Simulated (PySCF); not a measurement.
Bond stretch in ICl, singlet.

Computed with: UKS-BLYP = unrestricted BLYP/def2-SVP, def2 effective core potentials past Kr (PySCF); RKS-LDA (SVWN5) = restricted LDA (SVWN5)/def2-SVP, def2 effective core potentials past Kr (PySCF); UKS-M06-2X = PySCF with unrestricted M06-2X/def2-SVP, def2 effective core potentials past Kr.

Magnitude of the dipole moment (D; its direction can reverse along the curve, and a method can change to another solution) and Mulliken charge of the fragment that holds I1:

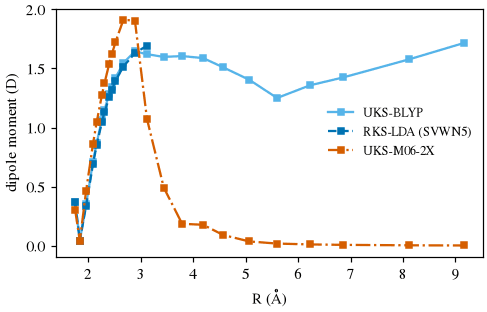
Figure: Dipole moment against bond length.

```
R / Å  μ UKS-BLYP  q UKS-BLYP  μ RKS-LDA (SVWN5)  q RKS-LDA (SVWN5)  μ UKS-M06-2X  q UKS-M06-2X
-----  ----------  ----------  -----------------  -----------------  ------------  ------------
1.75         0.37        0.07               0.37               0.06          0.31          0.10
1.84         0.04        0.10               0.04               0.08          0.04          0.13
1.96         0.35        0.13               0.34               0.12          0.46          0.16
2.09         0.71        0.16               0.69               0.14          0.86          0.18
2.16         0.87        0.16               0.85               0.15          1.04          0.19
2.26         1.07        0.17               1.04               0.16          1.27          0.19
2.31         1.15        0.17               1.13               0.16          1.38          0.19
2.40         1.28        0.16               1.26               0.15          1.54          0.19
2.45         1.34        0.16               1.32               0.15          1.62          0.18
2.52         1.42        0.15               1.39               0.14          1.72          0.18
2.67         1.55        0.14               1.52               0.13          1.91          0.16
2.89         1.65        0.12               1.63               0.11          1.91          0.14
3.12         1.62        0.10               1.69               0.10          1.07          0.07
3.44         1.60        0.08                  —                  —          0.49          0.02
3.79         1.61        0.08                  —                  —          0.19          0.01
4.19         1.59        0.08                  —                  —          0.18         -0.01
4.57         1.51        0.07                  —                  —          0.09          0.00
5.07         1.40        0.06                  —                  —          0.04          0.00
5.60         1.25        0.05                  —                  —          0.02          0.00
6.23         1.36        0.05                  —                  —          0.01          0.00
6.86         1.42        0.04                  —                  —          0.01          0.00
8.12         1.58        0.04                  —                  —          0.00          0.00
9.16         1.72        0.04                  —                  —          0.00          0.00
```

A dash means that the run gave no value there, or that the column was ended at a point which the program doubted or which failed a test of continuity chosen for this set; such a test can also cut sound points.

The unrestricted determinant behind UKS-BLYP, UKS-M06-2X is spin-contaminated at 2.89 to 9.16 Å (<S²> up to 1.0, against 0.00 for a pure singlet). The restricted form behind RKS-LDA (SVWN5) keeps the bonding electrons paired and can't separate into open-shell fragments.
